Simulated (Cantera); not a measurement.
Feed: 1 mol Si, a varied amount of HCl, 0.64 mol N2, at 1500 °C and 0.428 Torr.

Method: chemical equilibrium by Gibbs-energy minimisation in Cantera with the NASA 1993 tables (ideal gas, pure condensed phases). Candidate condensed phases: NH4Cl, Si, Si3N4; 28 gas species. The tables' values for SiCl3, SiCl, SiN are old estimates; treat these amounts as uncertain. The numbers say what is thermodynamically allowed, not how fast it happens.

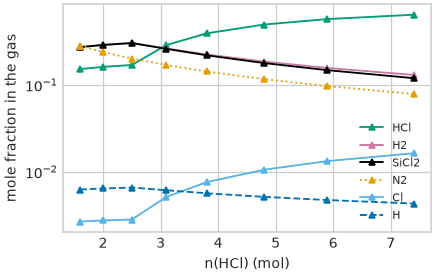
Equilibrium gas composition (values under 1e-9 drawn at 1e-9)

Read off the mole fractions at 7.4 mol HCl.

HCl about 0.65, H2 about 0.13, SiCl2 about 0.12, N2 about 0.079, Cl about 0.016, H about 0.0043.
